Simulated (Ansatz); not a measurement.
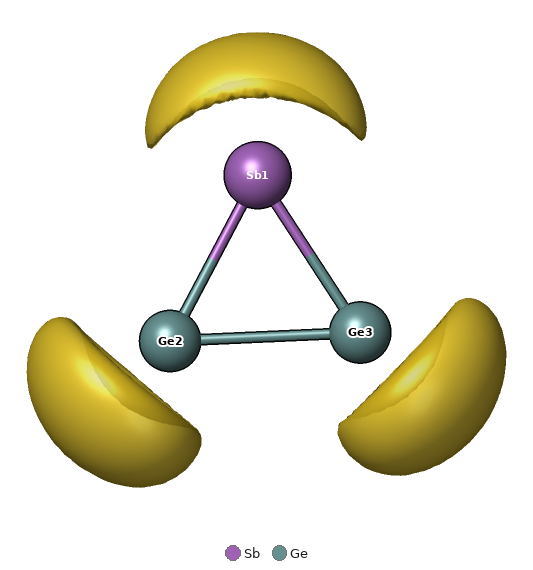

The picture shows: Ge₂Sb (doublet). Isosurface of the ELF at 0.75 (yellow), seen across its widest extent. Core shells and regions of very low density are left out.

Geometry: PBE0-D4/def2-TZVP; core potentials replace the inner electrons of Sb.

Level of theory: UKS PBE0-D4/def2-TZVP (Ansatz).

Question: What do the ELF domains correspond to?

Answer: The surface consists of two lobes on Ge, pointing away from the bonds (non-bonding electrons) and one lobe on Sb, pointing away from the bonds (non-bonding electrons). Along the contacts the grid gives the following. Ge–Sb (2.54 Å): the ELF is about 0.60 at the midpoint. Ge–Ge (2.58 Å): the ELF reaches about 0.50 near the midpoint.
